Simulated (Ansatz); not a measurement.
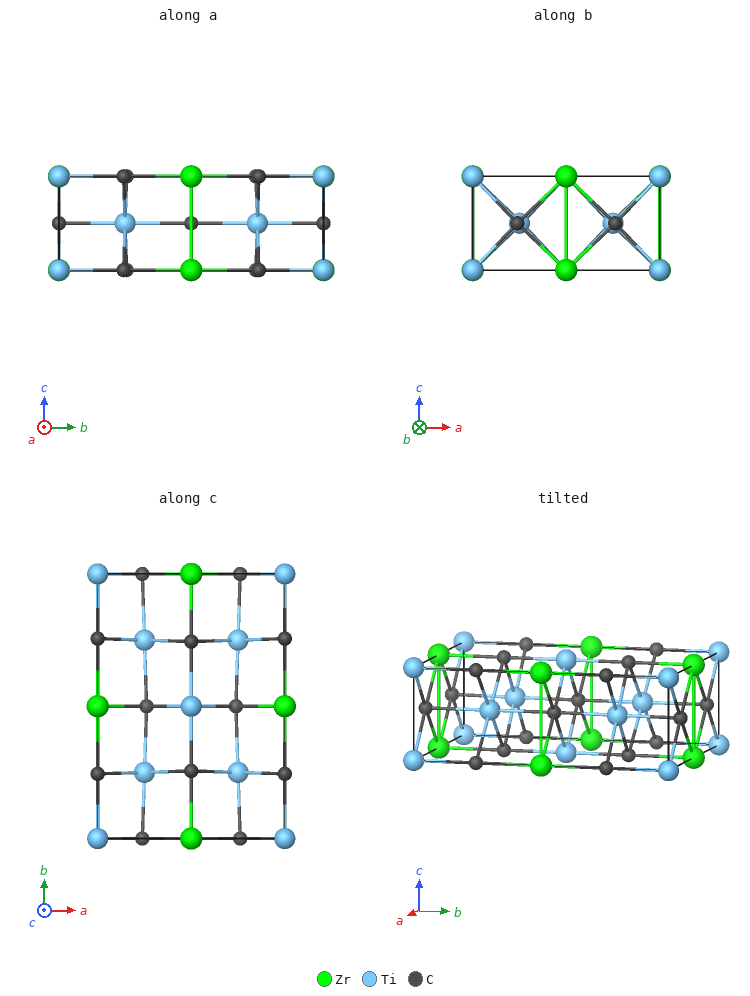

An orthographic ball-and-stick view of the structure, along the a axis, along the b axis, along the c axis and slightly off an axis. The conventional unit cell is drawn as a box.

Lattice parameters: a = 6.274 Å, b = 8.869 Å, c = 3.143 Å, α = 90.00°, β = 90.00°, γ = 90.00°.

Record the structure as a table of Wyckoff sites, with free fractional coordinates to two decimals.

Space group Cmmm (No. 65).
```
atom  site     x     y     z
  Zr    2b  0.50  0.00  0.00
  Ti    2a  0.00  0.00  0.00
  Ti    4f  0.75  0.75  0.50
   C    4i  0.50  0.74  0.00
   C    4h  0.76  0.00  0.50
```

Its origin is a structure type filled with these elements by a generator (whether the compound takes this form wasn't checked). The structure drawn was relaxed with DFT PBE, scalar-relativistic, plane waves, PAW (Ansatz 0.2.0).
